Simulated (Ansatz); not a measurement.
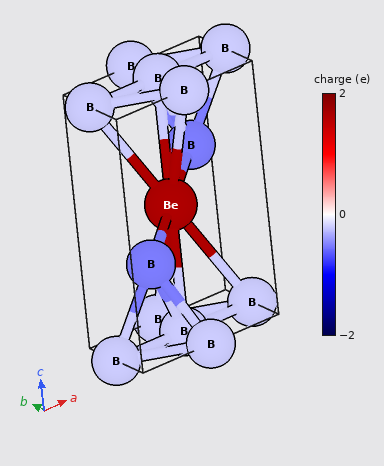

Structure drawing (ball-and-stick), viewed slightly off an axis. The parallelepiped is the cell (the run's own, in a reduced setting). The atoms of this BeB5 cell are coloured by their Bader charge.

Method used: DFT PBE, scalar-relativistic, plane waves, PAW in Ansatz 0.2.0. It ran with 420 eV cutoff, k-points about 0.18 Å⁻¹ apart, Gaussian smearing of 0.1 eV, no spin polarisation.

> What charges do the elements carry?

Most positive: Be; most negative: B. Charges: about Be +1.6 e; B -0.5 to -0.2 e.

The model was built from a random cell made by a generator, so it need not be a real form of the compound. Earlier steps of the study, as a rule a relaxation of our own, may have changed the cell and positions, so they can lie some per cent off the listed ones. It went into a calculation with Ansatz.
